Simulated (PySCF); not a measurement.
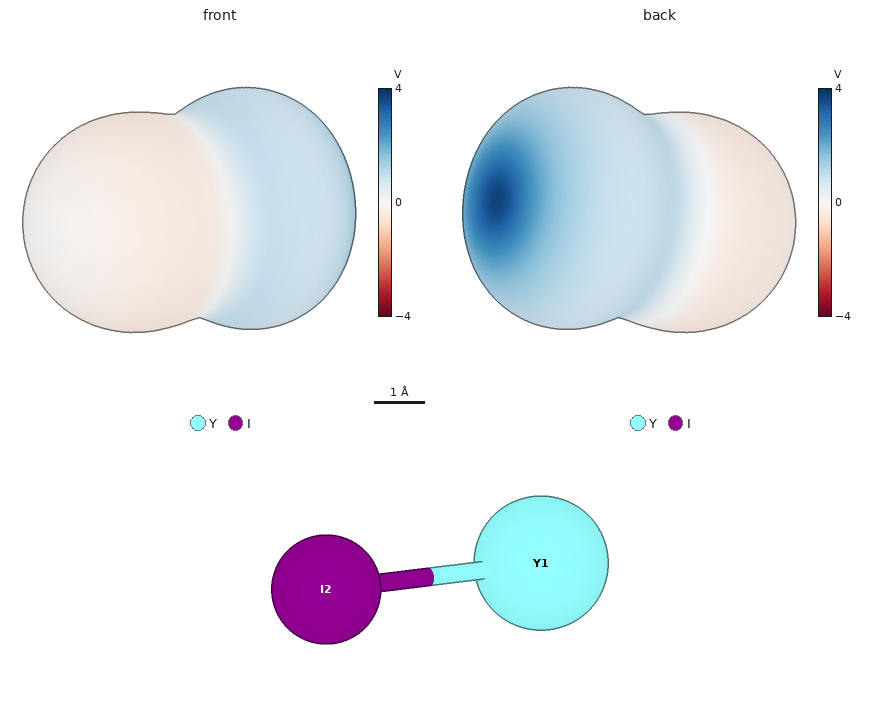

Figure. YI. The molecular electrostatic potential painted on the density surface at 0.002 e/bohr³, seen from the front and from behind; red is negative and blue positive. The bare structure is drawn below in the same view.

Core potentials replace the inner electrons of Y and I.

Theory: PySCF, PBE0/def2-TZVPP, non-relativistic Hamiltonian with scalar-relativistic core potentials where named, at a bond length of 2.774 Å.

```yaml
atoms:
  - { symbol: Y, position_ang: [0.0000, 0.0000, -1.6312] }
  - { symbol: I, position_ang: [0.0000, 0.0000, 1.1428] }
```

> Which sites attract a positive test charge, and which a negative one?

A positive charge is drawn to the negative regions and a negative charge to the positive ones. The most negative region (about −0.4 V) lies over I2, the most positive (about +3.5 V) over Y1.
